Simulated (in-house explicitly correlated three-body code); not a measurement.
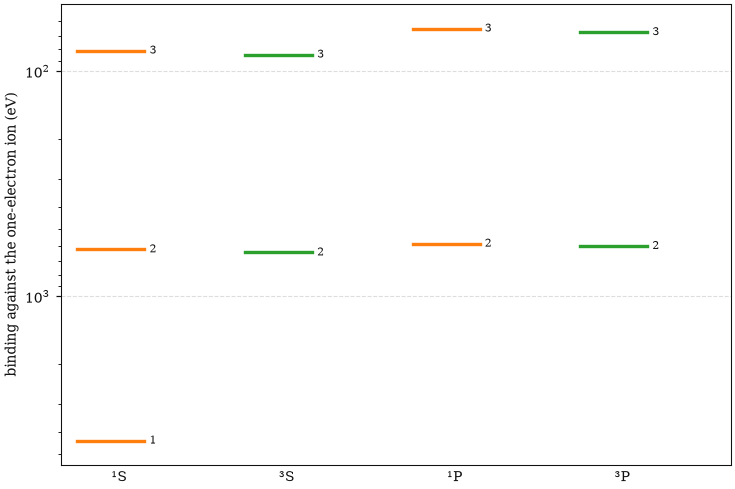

Two electrons around a point charge Z = 20, with all interactions Yukawa-screened by 1.5 bohr⁻¹. Computed variationally in 260 exponentially correlated functions with an in-house code, non-relativistic, converged to about 10⁻⁸ of the energy. The plot shows the bound S and P states that converged, by term and principal number n, on a logarithmic scale of binding.

Question: How do singlets and triplets lie?

Answer: The ground state is bound by 4373 eV. The n = 2 states drawn run, from the deepest, 2 ³S (638.4 eV), 2 ¹S (618.5 eV), 2 ³P (597.7 eV), 2 ¹P (583.4 eV). Exchange puts 2 ³S below 2 ¹S by 19.9 eV and 2 ³P below 2 ¹P by 14.3 eV.
